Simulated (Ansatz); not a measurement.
The cell of SnO (P4/nmm). Source of the atomic positions: a calculation's input that goes back to an entry of the Crystallography Open Database (an earlier step may have relaxed or displaced it).

```yaml
crystal:
  lattice:
    - [3.80200, 0.00000, 0.00000]
    - [0.00000, 3.80200, 0.00000]
    - [0.00000, 0.00000, 4.83600]
  atoms:
    - { symbol: Sn, position: [0.00000, 0.50000, 0.23850] }
    - { symbol: Sn, position: [0.50000, 0.00000, 0.76150] }
    - { symbol: O, position: [0.00000, 0.00000, 0.00000] }
    - { symbol: O, position: [0.50000, 0.50000, 0.00000] }
```

At each point the valence sum V of a Li+ ion is computed from the anions within 5 Å (s = exp((R0 − d)/b), R0 fitted to published crystal structures with b = 0.37 Å; R0: Li+–O 1.449 Å). Points too close to the other cations are excluded (2.0 Å from Sn). Li+ is a guest here, not part of the formula. This is an empirical screen for pathways, not an energy calculation.

Q: Along which directions could Li+ move by this screen?

A: From a mismatch of about 0.60 v.u. the regions form a two-dimensional network in layers parallel to (001). No third dimension opens below 0.7 v.u. These are grid estimates, good to about 0.1 v.u.

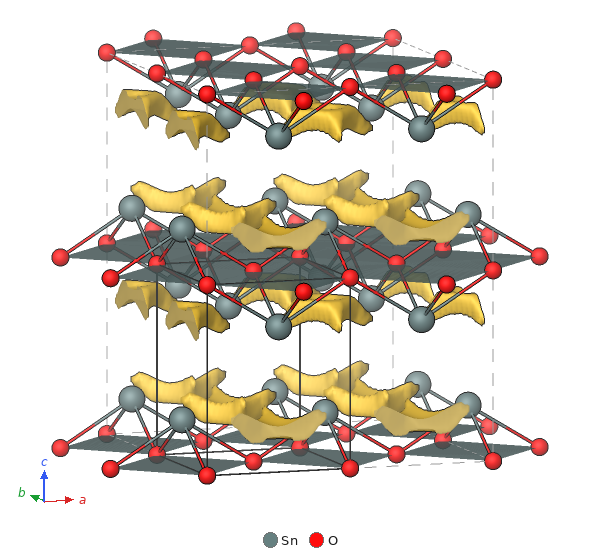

Bond-valence mismatch map for Li+ in SnO in space group P4/nmm: the yellow surface encloses the points where |V − 1| < 0.5 v.u. (2×2×2 cells, view slightly off an axis). Pale faces close the region where the drawn box cuts it.
